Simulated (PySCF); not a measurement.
**SO (sulfur oxide): UBLYP/def2-TZVPPD**

What is the energy change on altering one bond length of SO (sulfur oxide) at UBLYP/def2-TZVPPD? 

Program for the calculation: PySCF 2.14.0.

1 further run of the same task is left out (set aside as unsound or not needed).

## 1. The system as given

SO: 2 atoms, total charge 0, spin state triplet. SMILES: `O=S`. The bond length is the measured one.

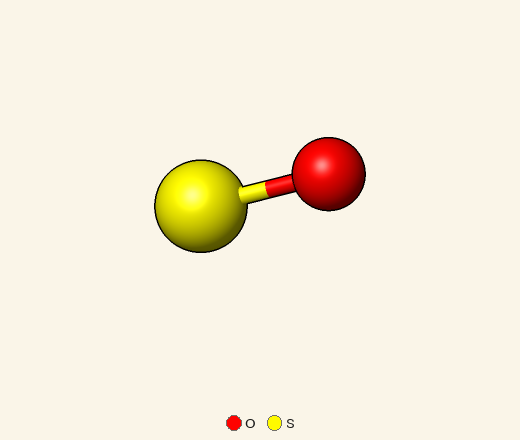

Viewed from a chosen angle; oxygen red, sulfur yellow.

## 2. The energy at UBLYP/def2-TZVPPD

The input, run.py:

```python
from pyscf import gto, dft

mol = gto.Mole()
mol.atom = '''
O      0.000000     0.000000     0.000000
S      0.000000     0.000000     2.798849
'''
mol.max_memory = 1860
mol.basis = 'def2-tzvppd'
mol.verbose = 4
mol.spin = 2
mol.unit = 'bohr'
mol.build()

mf = dft.UKS(mol)
mf.xc = 'blyp'
mf.conv_tol = 1e-10
mf.grids.level = 5
mf.kernel()
if not mf.converged:
    mf = mf.newton().run(mf.mo_coeff, mf.mo_occ)

etot = mf.e_tot
print('E = %.10f Eh' % etot)
```

Launch:

```console
$ OMP_NUM_THREADS=1 python run.py
```

What it wrote:

```text
PySCF version 2.14.0

[INPUT] num. atoms = 2
[INPUT] num. electrons = 24
[INPUT] charge = 0
[INPUT] spin (= nelec alpha-beta = 2S) = 2
[INPUT] symmetry False subgroup None
[INPUT] Mole.unit = bohr
[INPUT] Symbol           X                Y                Z      unit          X                Y                Z       unit  Magmom
[INPUT]  1 O      0.000000000000   0.000000000000   0.000000000000 AA    0.000000000000   0.000000000000   0.000000000000 Bohr   0.0
[INPUT]  2 S      0.000000000000   0.000000000000   1.481087107606 AA    0.000000000000   0.000000000000   2.798849000000 Bohr   0.0

nuclear repulsion = 45.7330852789843
number of shells = 31
number of NR pGTOs = 127
number of NR cGTOs = 91
basis = def2-tzvppd
ecp = {}

[... 36 lines left out ...]
WARN: HOMO -0.209732886531285 >= LUMO -0.209732886531299
[... 46 lines left out ...]
converged SCF energy = -473.417041525443  <S^2> = 2.0049713  2S+1 = 3.0033123
E = -473.4170415254 Eh
```

Run time: 12 s. Hardware: 1 thread of Intel Xeon Platinum 8175M at 2.50GHz (Skylake/Cascade Lake), shared host; peak memory 0.43 GiB.

## 3. The distorted shape

The input, job.py:

```python
from pyscf import gto, dft

mol = gto.M(
    atom='O 0.000000 0.000000 -1.184913; S 0.000000 0.000000 1.481087',
    max_memory=1860,
    charge=0,
    basis='def2-tzvppd',
    spin=2,
    verbose=3,
)

calc0 = dft.UKS(mol, xc='blyp')
calc0.grids.level = 5
calc0.conv_tol = 1e-10
calc0.kernel()
if not calc0.converged:
    calc0 = calc0.newton().run(calc0.mo_coeff, calc0.mo_occ)

etot = calc0.e_tot
print('Final energy', etot)
```

Launch:

```console
$ OMP_NUM_THREADS=1 python job.py
```

What it wrote:

```text
WARN: HOMO -0.249668711685968 >= LUMO -0.249668711685982

converged SCF energy = -473.217200272743  <S^2> = 2.1187486  2S+1 = 3.0781479
Final energy -473.2172002727427
```

Run time: 28 s. Hardware: 1 thread of Intel Xeon Platinum 8175M at 2.50GHz (Skylake/Cascade Lake), shared host; peak memory 0.43 GiB.

## 4. Summary of results

At UBLYP/def2-TZVPPD:

| quantity | value |
| --- | --- |
| first shape: total energy | -473.41704 Eh |
| first shape: dipole moment | 1.40 D |
| first shape: HOMO energy (highest over α and β) | -5.97 eV |
| first shape: LUMO energy (lowest over α and β) | -4.38 eV |
| first shape: ⟨S²⟩ | 2.005 |
| distorted shape: total energy | -473.21720 Eh |
| distorted shape: dipole moment | 2.19 D |
| distorted shape: HOMO energy (highest over α and β) | -7.20 eV |
| distorted shape: LUMO energy (lowest over α and β) | -6.94 eV |
| distorted shape: ⟨S²⟩ | 2.119 |
| energy change with the O1–S2 bond stretched from 1.481 to 2.666 Å | 5.438 eV |

In words: With the O1–S2 bond stretched from 1.481 to 2.666 Å the energy rises by 5.44 eV (125 kcal/mol). The first shape isn't relaxed at this level, so the change isn't measured from a minimum. ⟨S²⟩ (distorted shape) is 2.12 where a pure triplet has 2.00: the reference is spin-contaminated.
